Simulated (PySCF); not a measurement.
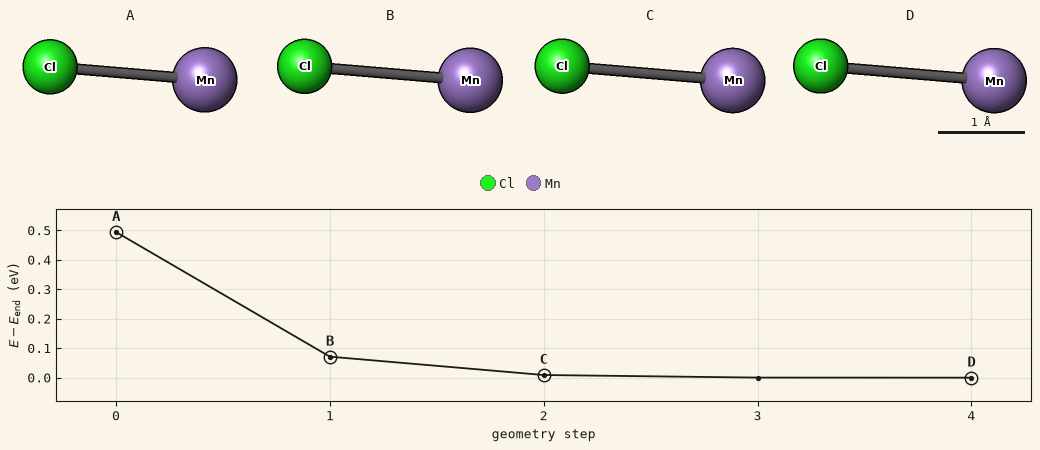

Frames of a relaxation of MnCl (multiplicity 7), marked on the history of the run. A ball-and-stick model, seen at a tilt.

The start comes from GFN2-xTB. Its atoms were then displaced at random by about 0.03 Å.

Computed with PySCF, PBE0-D3(BJ)/def2-SVP geometry optimisation, gas phase. 

Question: Describe the path.

Answer: After 4 geometry steps the energy has fallen by 0.494 eV. The largest moves after the best rigid fit, 0.12 Å, are those of Cl and Mn atoms. By element the largest moves are Mn 0.12 Å, Cl 0.12 Å. Near-neighbour distances that change, for instance: Cl–Mn 1.997 → 2.240 Å. From step 0 to 1: Cl and Mn atoms move most (0.07 Å), energy −0.423 eV. From step 1 to 2: Cl and Mn atoms move most (0.03 Å), energy −0.062 eV. From step 2 to 4: Cl and Mn atoms move most (0.02 Å), energy −0.009 eV.
